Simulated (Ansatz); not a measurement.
**AlH3 (triplet): wave-function methods side by side at a displaced geometry (v1), cc-pVTZ**

How much of the correlation energy of AlH3 (triplet) does each wave-function method recover here?

Program: Ansatz 0.2.0, Gaussian basis. Level of theory: cc-pVTZ, core rule «outside noble gas», up to 5 orbitals frozen. These are calculated values, not measurements.

Plan: UHF; CCSD(T) on ROHF; CCSD(T) on UHF; BCCD(T) on ROHF; CCSDT(Q) on ROHF; CCSDT(Q) on UHF; CASSCF and MRCISD+Q, 6 electrons in 7 orbitals; CASSCF and NEVPT2, 6 electrons in 7 orbitals.

28 further runs of the same task are left out: 6 for a known fault of the program, 8 that didn't finish, 14 set aside as unsound or not needed.

### Step 1. What is computed

The geometry is a PBE0/def2-TZVP stationary point (not a proven minimum) with its atoms shifted at random (size 0.040 Å).

4 atoms, charge 0, spin multiplicity 3.

Atoms are counted from 1 here; the program's logs count them from 0.

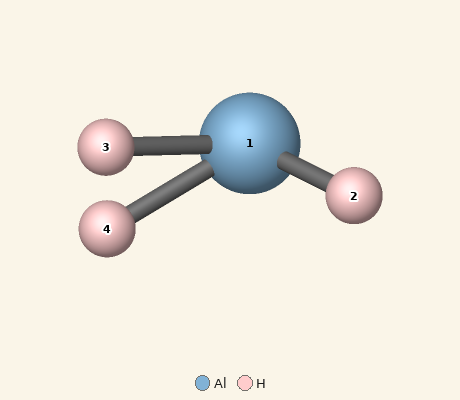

The geometry (aluminium light blue, hydrogen pink); atoms are numbered from 1 in the order of the file.

Geometry (Å):

```xyz
4
AlH3
Al    0.00031    0.07416   -0.09265
H    -0.00052   -1.38880   -0.76215
H     0.46809   -0.26685    1.60621
H    -0.47598   -0.32967    1.63601
```

### Step 2. UHF

in.yaml

```yaml
crystal:
  periodic: [false, false, false]
  atoms:
    - {symbol: Al, position_ang: [0.000314, 0.074165, -0.092647]}
    - {symbol: H, position_ang: [-0.000519, -1.388800, -0.762149]}
    - {symbol: H, position_ang: [0.468095, -0.266854, 1.606210]}
    - {symbol: H, position_ang: [-0.475982, -0.329668, 1.636013]}
basis:
  gaussian: {orbitals: cc-pVTZ}
magnetization: {spin_polarized: true, initial_magnetization: 2}
hamiltonian: {xc: hf}
output: {orbitals: {seedname: orbitals}}
```

Run with:

```sh
$ ansatz run in.yaml --threads 1 --pin off --events-out ev --progress --plain --max-ram 2393MiB
```

After this run come: CCSD(T) on ROHF; CCSD(T) on UHF; BCCD(T) on ROHF; CCSDT(Q) on ROHF; CCSDT(Q) on UHF; CASSCF and MRCISD+Q, 6 electrons in 7 orbitals; CASSCF and NEVPT2, 6 electrons in 7 orbitals.

Before running them: what should the planned runs give, taken together? Wanted: UCCSDT(Q) below the RHF energy; RMP2 from UCCSDT(Q); UMP2 from UCCSDT(Q); RCCSD from UCCSDT(Q); RCCSD(T) from UCCSDT(Q); UCCSD(T) from UCCSDT(Q); RCCSDT(Q) from UCCSDT(Q); NEVPT2 valence from UCCSDT(Q); MRCISD+Q valence from UCCSDT(Q).

**Answer**, as computed:

```
                         quantity                                                                     value
   UCCSDT(Q) below the RHF energy                                                                -3.0517 eV
              RMP2 from UCCSDT(Q)                                                                +686.5 meV
              UMP2 from UCCSDT(Q)                                                                +685.2 meV
             RCCSD from UCCSDT(Q)                                                                 +95.5 meV
          RCCSD(T) from UCCSDT(Q)                                                                 +22.9 meV
          UCCSD(T) from UCCSDT(Q)                                                                 +21.6 meV
         RCCSDT(Q) from UCCSDT(Q)                                                                  +1.4 meV
    NEVPT2 valence from UCCSDT(Q)                                                                +594.4 meV
  MRCISD+Q valence from UCCSDT(Q)                                                                 +25.3 meV
levels within 1 kcal/mol (43 meV)  RCCSD(T), UCCSD(T), BCCD(T), RCCSDT, UCCSDT, RCCSDT(Q), MRCISD+Q valence
                    T1 diagnostic                                                                     0.021
   effectively unpaired electrons                                                                      2.01
```

RCCSD(T) lands +22.9 meV from the yardstick (0.7 % of the correlation energy). One determinant dominates. Of the multireference levels listed MRCISD+Q valence comes nearest in total energy (+25.3 meV), which doesn't show that its space is the better one. These misses are within one basis, not against nature; the frozen cores of restricted and unrestricted runs differ, which can shift their rows.
